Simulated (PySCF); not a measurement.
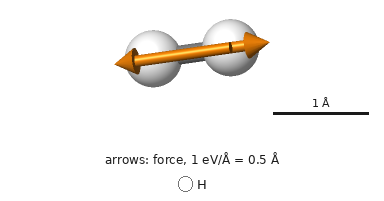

Starting geometry of H2 with the computed forces as orange arrows. A ball-and-stick model, seen at a tilt.

The start comes from GFN2-xTB. Its atoms were then displaced at random by about 0.03 Å.

Level of theory: PBE0-D3(BJ)/def2-SVP geometry optimisation, gas phase (PySCF). 

Question: Is this structure relaxed? If not, where do the atoms go?

Answer: It isn't relaxed: the largest force vector, on H atoms, is 2.59 eV/Å. The atoms end up moving mostly along the starting forces (cosine between the two patterns 1.00). The largest moves after the best rigid fit, 0.049 Å, are those of H atoms. Some distances before and after: H–H 0.859 → 0.761 Å. The energy falls by 3.24 kcal/mol in 4 geometry steps.
